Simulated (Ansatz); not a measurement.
System: C$_{3}$H$_{7}$F.

The calculation's input:

```
crystal:
  periodic: [false, false, false]
  atoms:
    - {symbol: C, position_ang: [0.271662, 0.477770, -2.831474]}
    - {symbol: C, position_ang: [-0.433991, 0.030868, -1.564159]}
    - {symbol: C, position_ang: [-1.784774, 0.688065, -1.346841]}
    - {symbol: F, position_ang: [-0.623175, -1.350526, -1.630485]}
    - {symbol: H, position_ang: [-0.360698, 0.279526, -3.711508]}
    - {symbol: H, position_ang: [0.491462, 1.556237, -2.795707]}
    - {symbol: H, position_ang: [1.219464, -0.067015, -2.956031]}
    - {symbol: H, position_ang: [0.216679, 0.217561, -0.689391]}
    - {symbol: H, position_ang: [-2.447789, 0.491889, -2.204491]}
    - {symbol: H, position_ang: [-2.264330, 0.290167, -0.440011]}
    - {symbol: H, position_ang: [-1.674407, 1.777849, -1.233393]}
basis:
  gaussian:
    orbitals: def2-TZVPD
hamiltonian:
  xc: {name: PBE0}
output: {forces: true, orbitals: {seedname: orbitals}}
```

Command:

```sh
ansatz run input.yaml --threads 1 --pin off --max-ram 2610MiB --events-out events.jsonl --progress --plain --runs-dir runs
```

Geometry: B3LYP-D3(BJ)/def2-SVP.

Theory: isolated molecule in a Gaussian basis; Kohn-Sham density functional theory, functional PBE0 (Ansatz 0.2.0).

Predict the electron density and electron localisation function between the atoms.

C–C (1.52 Å): ρ at the midpoint is about 1.7 e/Å³; the ELF peaks at about 0.95 between the atoms; localised, covalent bonding.
C–H (1.10 Å): ρ at the midpoint is about 2 e/Å³; the ELF climbs to about 1 towards the hydrogen, as it does in any bond to H; an ordinary covalent bond to hydrogen.

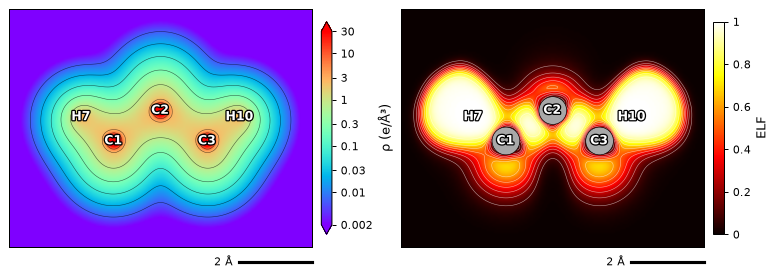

Computed electron density and electron localisation function on the plane of atoms C1, C2 and C3, in this order. Grey discs cover the atomic cores in the ELF map. 
